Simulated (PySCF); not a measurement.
**C5H8Si: saddle-point search**

The run: saddle-point search of C5H8Si. Method and program: B3LYP-D3(BJ)/def2-SVP saddle search from the GFN2-xTB point and Hessian, gas phase (PySCF 2.14.0).

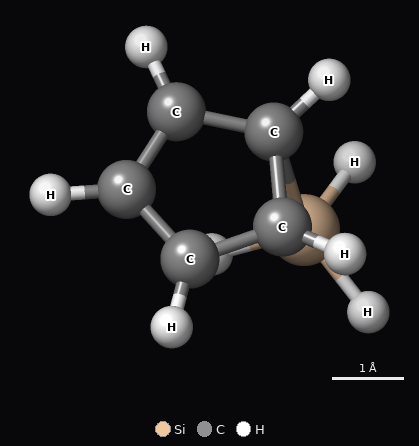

*The input geometry (ball-and-stick view, seen at a tilt).*

Bond lengths as drawn: C–C 1.39 to 1.46 Å, C–H 1.08 Å, C–Si 2.10 Å and H–Si 1.45 to 1.47 Å.

## Input file
```
{"job": {"xc": "B3LYP", "basis": "def2-SVP", "kind": "refine"}, "charge": 0, "multiplicity": 1}
Si     1.519579    -0.580259    -0.187226
C      0.218636     0.774960     0.744179
C     -0.547248     1.386908    -0.262731
C     -1.465490     0.465822    -0.744783
C     -1.327615    -0.725981    -0.048740
C     -0.283988    -0.586084     0.882004
H      2.730272     0.227059     0.030133
H      1.099327    -0.566121    -1.576841
H      1.936795    -1.922230     0.248438
H      0.771677     1.298721     1.503268
H     -0.422617     2.397497    -0.607886
H     -2.172668     0.646986    -1.534939
H     -1.906154    -1.619315    -0.201058
H     -0.150505    -1.197963     1.756183
```

The first line tells a small driver script what to run in PySCF; the rest is the geometry in Å.

Machine: 1 CPU thread, shared host.

Launched with:
```bash
OMP_NUM_THREADS=1 python <driver script> task.json out
```

## Log
```
step      E/eV     max force
  0    -13186.27756   0.6140
  1    -13186.38655   0.2613
  2    -13186.38859   0.0167
  3    -13186.38795   0.0541
  4    -13186.38865   0.0036
```

## Trajectory as extended XYZ (Å, eV, eV/Å), 5 frames, from step=0 to step=4
```
14
Properties=species:S:1:pos:R:3:forces:R:3 step=0 energy=-13186.27756
Si    1.5196   -0.5803   -0.1872    0.0730  -0.0180   0.0890
C     0.2186    0.7750    0.7442   -0.2490   0.1520   0.2720
C    -0.5472    1.3869   -0.2627    0.1650   0.3940  -0.0610
C    -1.4655    0.4658   -0.7448   -0.4330   0.1440  -0.1650
C    -1.3276   -0.7260   -0.0487   -0.1320  -0.4120   0.0210
C    -0.2840   -0.5861    0.8820   -0.2710   0.0950   0.2790
H     2.7303    0.2271    0.0301    0.4740   0.2600   0.0380
H     1.0993   -0.5661   -1.5768   -0.1010  -0.0170  -0.5340
H     1.9368   -1.9222    0.2484    0.1970  -0.4920   0.1140
H     0.7717    1.2987    1.5033    0.4610   0.2210   0.3400
H    -0.4226    2.3975   -0.6079    0.1300   0.4960  -0.2180
H    -2.1727    0.6470   -1.5349   -0.3100   0.0680  -0.4590
H    -1.9062   -1.6193   -0.2011   -0.2350  -0.4910  -0.1180
H    -0.1505   -1.1980    1.7562    0.2310  -0.4010   0.4030
14
Properties=species:S:1:pos:R:3:forces:R:3 step=1 energy=-13186.38655
Si    1.5403   -0.5876   -0.1839   -0.0760   0.0320   0.0400
C     0.1831    0.7961    0.7737    0.2140   0.1050   0.1070
C    -0.5685    1.4107   -0.2566   -0.0110   0.1260  -0.0320
C    -1.5040    0.4808   -0.7370   -0.0270  -0.0020  -0.1200
C    -1.3588   -0.7289   -0.0399   -0.0920  -0.0930  -0.0110
C    -0.3228   -0.5737    0.9125    0.1030  -0.1970   0.1360
H     2.7769    0.2330    0.0270   -0.0090   0.0120   0.0100
H     1.1221   -0.5768   -1.6009   -0.0180   0.0030  -0.0340
H     1.9685   -1.9575    0.2488   -0.0140  -0.0010   0.0110
H     0.8098    1.3096    1.5096   -0.0840  -0.0550  -0.0780
H    -0.4120    2.4229   -0.6318   -0.0040  -0.0420   0.0150
H    -2.1905    0.6501   -1.5692    0.0250  -0.0050   0.0410
H    -1.9161   -1.6493   -0.2191    0.0250   0.0360   0.0070
H    -0.1281   -1.2293    1.7670   -0.0330   0.0800  -0.0920
14
Properties=species:S:1:pos:R:3:forces:R:3 step=2 energy=-13186.38859
Si    1.5328   -0.5850   -0.1854    0.0000   0.0010   0.0070
C     0.1885    0.7960    0.7754   -0.0120  -0.0090  -0.0070
C    -0.5655    1.4108   -0.2558    0.0070  -0.0010  -0.0020
C    -1.4976    0.4781   -0.7402   -0.0120   0.0040  -0.0010
C    -1.3566   -0.7308   -0.0388    0.0060  -0.0040  -0.0010
C    -0.3185   -0.5769    0.9145   -0.0030   0.0130  -0.0100
H     2.7703    0.2357    0.0252   -0.0070  -0.0010   0.0020
H     1.1136   -0.5740   -1.6039   -0.0060   0.0020   0.0010
H     1.9617   -1.9555    0.2471   -0.0040   0.0050   0.0010
H     0.8064    1.3093    1.5130    0.0130   0.0040   0.0040
H    -0.4082    2.4215   -0.6316    0.0000  -0.0040   0.0010
H    -2.1842    0.6476   -1.5705    0.0070  -0.0020   0.0000
H    -1.9124   -1.6506   -0.2190    0.0030   0.0030   0.0000
H    -0.1302   -1.2264    1.7701    0.0080  -0.0110   0.0050
14
Properties=species:S:1:pos:R:3:forces:R:3 step=3 energy=-13186.38795
Si    1.5233   -0.5818   -0.1875   -0.0040   0.0020   0.0040
C     0.1868    0.7967    0.7825    0.0380   0.0350   0.0160
C    -0.5607    1.4091   -0.2545   -0.0220   0.0160   0.0070
C    -1.4903    0.4753   -0.7419   -0.0090   0.0010  -0.0240
C    -1.3517   -0.7323   -0.0378   -0.0260   0.0040   0.0080
C    -0.3196   -0.5751    0.9212    0.0070  -0.0470   0.0240
H     2.7595    0.2400    0.0192    0.0190  -0.0030  -0.0020
H     1.0892   -0.5654   -1.6014    0.0200  -0.0070   0.0040
H     1.9509   -1.9525    0.2422    0.0160  -0.0110  -0.0020
H     0.8103    1.3097    1.5176   -0.0280  -0.0160  -0.0250
H    -0.4001    2.4184   -0.6320    0.0000  -0.0010  -0.0020
H    -2.1660    0.6399   -1.5826    0.0010   0.0020   0.0220
H    -1.9042   -1.6535   -0.2198    0.0010   0.0000  -0.0020
H    -0.1274   -1.2284    1.7748   -0.0120   0.0250  -0.0290
14
Properties=species:S:1:pos:R:3:forces:R:3 step=4 energy=-13186.38865
Si    1.5310   -0.5843   -0.1853   -0.0010   0.0010   0.0020
C     0.1882    0.7961    0.7763    0.0010   0.0010   0.0020
C    -0.5649    1.4106   -0.2556    0.0000   0.0010   0.0000
C    -1.4970    0.4779   -0.7402    0.0000   0.0000   0.0000
C    -1.3560   -0.7310   -0.0387   -0.0010   0.0000   0.0000
C    -0.3187   -0.5766    0.9153    0.0000  -0.0020   0.0030
H     2.7681    0.2364    0.0254    0.0000   0.0000   0.0000
H     1.1091   -0.5722   -1.6029    0.0010   0.0000   0.0000
H     1.9595   -1.9546    0.2472    0.0000   0.0000   0.0000
H     0.8084    1.3092    1.5126    0.0000  -0.0020  -0.0020
H    -0.4067    2.4208   -0.6320    0.0000  -0.0010   0.0000
H    -2.1814    0.6464   -1.5724    0.0000   0.0000  -0.0010
H    -1.9109   -1.6511   -0.2194    0.0000   0.0000   0.0000
H    -0.1286   -1.2277    1.7698    0.0000   0.0010  -0.0030
```

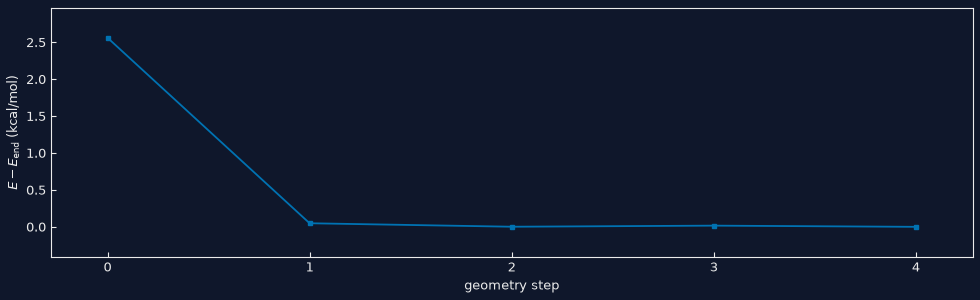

*Progress of the saddle-point search, step by step (steps are counted from 0).*

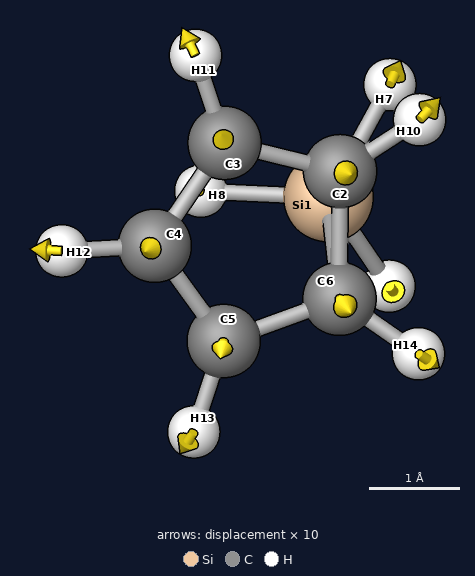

*The starting structure with the displacements as yellow arrows, magnified 10 times (ball-and-stick view, seen at a tilt). The two geometries are laid on each other by the best rigid fit.*

The largest moves after the best rigid fit, 0.049 Å, are those of C2 and C6. By element the largest moves are C 0.049 Å, H 0.040 Å, Si 0.012 Å. Among the contacts that change: Si1–C2 2.097 → 2.153 Å, Si1–H7 1.471 → 1.499 Å, Si1–H8 1.452 → 1.479 Å, C3–C4 1.387 → 1.405 Å. Among the angles that change: Si1–C2–H10 108.0° → 104.4°. Over 4 geometry steps the energy falls by 2.56 kcal/mol. The largest force component goes from 0.53 to 0.003 eV/Å. (Atoms are counted from 1 in the order of the input.)

## Results in brief

| quantity | value |
| --- | --- |
| outcome | converged |
| total energy | −484.590849 hartree |
| wall time | 62 s |
| peak memory | 0.6 GiB |
